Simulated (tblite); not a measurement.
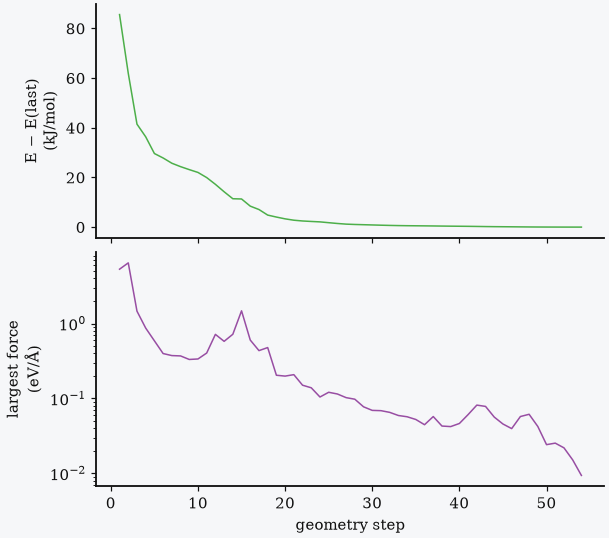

History of a geometry optimisation.

System: 4-Hydroxybenzoyl fluoride (2n) (SMILES O=C(F)c1ccc(O)cc1).
Method: GFN2-xTB geometry optimisation, gas phase (tblite 0.8.0).

Q: How did it end, and what did it gain?

A: The optimisation met its thresholds at geometry 54, counting the start as the first. The energy fell by about 86 kJ/mol from the first step to the last. The largest force goes from about 5.3 eV/Å at the start to 9 × 10⁻³ eV/Å at the end.
